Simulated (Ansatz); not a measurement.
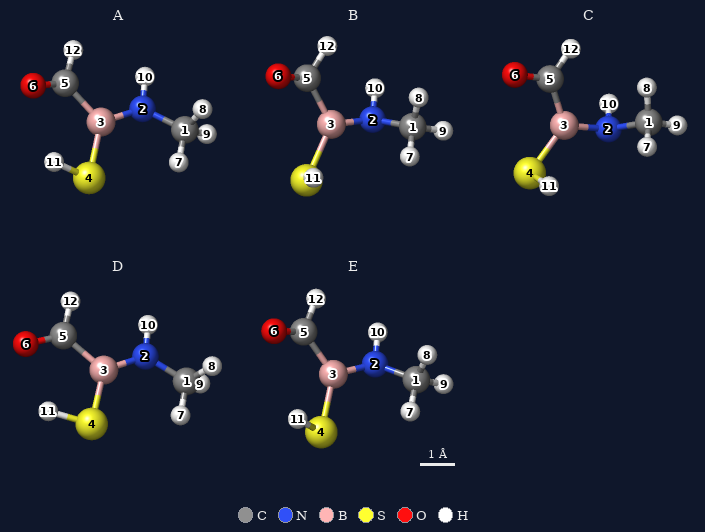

5 geometries from one relaxation of C2H6BNOS (coarse preliminary run), in shuffled order. Style: ball-and-stick. Shown at a tilt.

The start comes from a force field.

All numbers below come from RKS PBE-D4/def2-SVP (Ansatz 0.2.0). Set-up: force threshold 0.03 eV/Å; at most 200 steps.

> Order the frames from highest to lowest energy.

C, B, E, A, D. They are steps 0, 3, 6, 8, 15, at +63.1 kcal/mol, +35.5 kcal/mol, +14.5 kcal/mol, +4.29 kcal/mol relative to the last. H10 moves most after the best rigid fit: 1.39 Å. By element the largest moves are H 1.39 Å, S 1.34 Å, N 1.02 Å, O 0.94 Å, C 0.59 Å, B 0.51 Å. Some distances before and after: N2–B3 1.552 → 1.405 Å, S4–H11 1.460 → 1.374 Å, C1–H9 1.032 → 1.112 Å, C1–N2 1.512 → 1.449 Å. Bond angles that change, for instance: C1–N2–B3 112.7° → 128.2°, B3–N2–H10 107.9° → 117.6°, C1–N2–H10 106.2° → 114.2°. Groups turn about B3–S4 by about 90°. The energy falls by 63.1 kcal/mol in 14 accepted moves (15 points after the start). The largest force component goes from 3.3 to 0.024 eV/Å. The line search rejected the trial step at point 11 of the run.
